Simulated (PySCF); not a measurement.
System: P2 (SMILES P#P).

Input file:

```
{"job": {"kind": "nmr", "xc": "PBE0", "basis": "pcSseg-2"}, "charge": 0, "multiplicity": 1}
P     -0.858340    -0.365272     0.095872
P      0.875818     0.336451    -0.108002
```

Run with:

```sh
OMP_NUM_THREADS=1 python probes_run.py task.json out
```

Geometry: PBE0-D3(BJ)/def2-TZVP.

Level of theory: PBE0/pcSseg-2, SCF density, gas phase, non-relativistic (PySCF).

> Predict the electron density and electron localisation function between the atoms.

P–P (1.88 Å): ρ at the midpoint is about 1.2 e/Å³; the ELF peaks at about 0.85 between the atoms (a covalent bond).

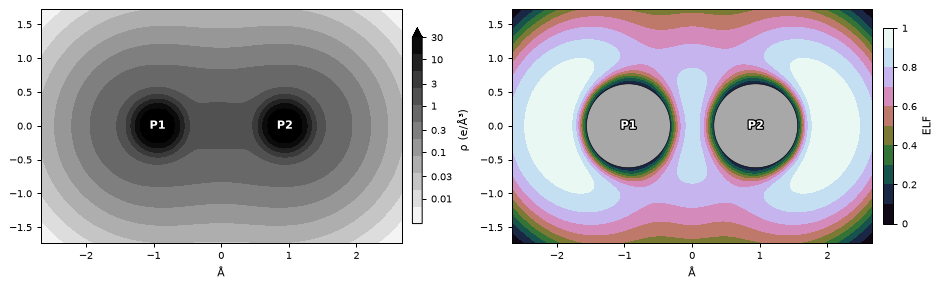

Computed electron density and electron localisation function on a plane that holds the molecular axis, in this order. Grey discs cover the atomic cores in the ELF map. 
